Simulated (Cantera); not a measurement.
A closed system holds: 1 mol Al, 1.7 mol I₂, 2.6 mol H₂, held at 133 Pa.

Equilibrium computed with Cantera from the NASA thermochemical tables; the gas is ideal and each condensed phase is pure. Candidate condensed phases: Al, AlI₃, I₂; 11 gas species. Kinetics and transport are ignored.

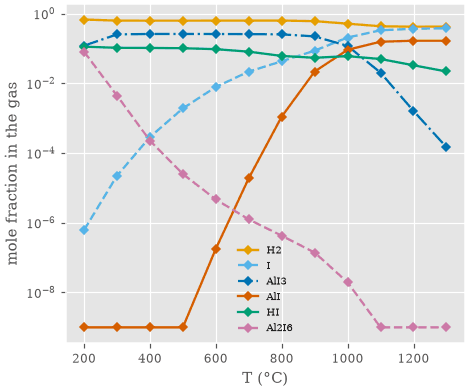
Figure: Equilibrium gas composition (values under 1e-9 drawn at 1e-9)

Q: Read off the mole fractions at 600 °C.

A: H₂ about 0.63, AlI₃ about 0.26, HI about 0.096, I about 0.0079, Al₂I₆ about 4.7e-6, AlI about 1.8e-7.
